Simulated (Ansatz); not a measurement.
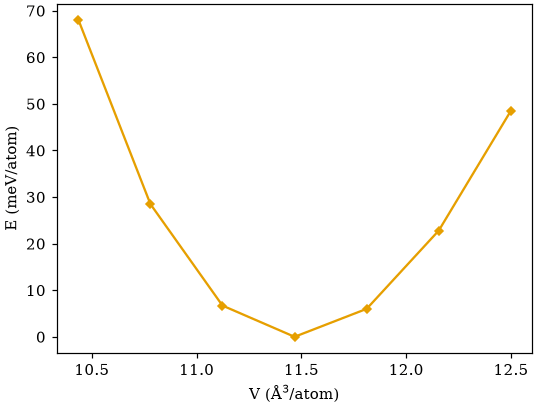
*Fe$_{3}$Co in space group P4/mmm (No. 123; Fe on 1c, Fe on 2e, Co on 1a) under volume change, r²SCAN (plane waves, PAW; program Ansatz), shape and atoms relaxed at each volume.*

What does a third-order Birch–Murnaghan fit give for V₀, B₀ and B′?

V₀ = 11.47 Å³/atom, B₀ = 196 GPa, B′ = 4.7.

The workflow started from a Materials Project entry (that database holds measured and hypothetical structures alike); the Crystallography Open Database copy checked does not list it. Whether it is the stable phase at ambient conditions was not checked. Symmetry was held in the r²SCAN relaxation; its stability against distortions is not shown here. Magnetic state: ferromagnetic, chosen from 5 collinear starts compared on coarse meshes (ties went to the first, and starts can fall back to one state), not a proven ground state. Other orbital occupations within this spin state were not tried.

Potentials: the later of the program's two PAW sets.
